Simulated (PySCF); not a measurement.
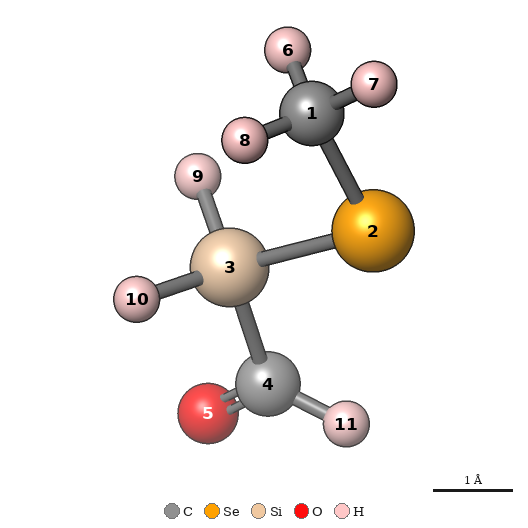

Orthographic view. Depth is shown by fading: the farther an atom, the more it takes the colour of the background. The computed structure is the end point of a PBE0-D3(BJ)/def2-SVP optimisation. No frequency run is at hand to confirm it as a minimum.

Write a MOL file (V2000) with the atoms in numerical order, bonds sorted by atom number with the orders drawn, and coordinates in the frame of the picture: x right, y up, z towards the viewer, origin at the mean position.

```
C2H6OSeSi
                    3D

 11 10  0  0  0  0  0  0  0  0999 V2000
    0.5200    1.5400    1.6600 C   0  0  0  0  0  0  0  0  0  0  0  0
    1.3000    0.0500    0.6600 Se  0  0  0  0  0  2  0  0  0  0  0  0
   -0.5200   -0.4100   -0.6200 Si  0  0  0  0  0  4  0  0  0  0  0  0
   -0.0300   -1.8900   -1.7700 C   0  0  0  0  0  0  0  0  0  0  0  0
   -0.8000   -2.2700   -2.6200 O   0  0  0  0  0  0  0  0  0  0  0  0
    0.2200    2.3500    0.9800 H   0  0  0  0  0  0  0  0  0  0  0  0
    1.3100    1.9100    2.3300 H   0  0  0  0  0  0  0  0  0  0  0  0
   -0.3300    1.2000    2.2700 H   0  0  0  0  0  0  0  0  0  0  0  0
   -0.9300    0.7400   -1.4800 H   0  0  0  0  0  0  0  0  0  0  0  0
   -1.7000   -0.8200    0.2000 H   0  0  0  0  0  0  0  0  0  0  0  0
    0.9600   -2.4000   -1.6300 H   0  0  0  0  0  0  0  0  0  0  0  0
  1  2  1  0
  1  6  1  0
  1  7  1  0
  1  8  1  0
  2  3  1  0
  3  4  1  0
  3  9  1  0
  3 10  1  0
  4  5  2  0
  4 11  1  0
M  END
```
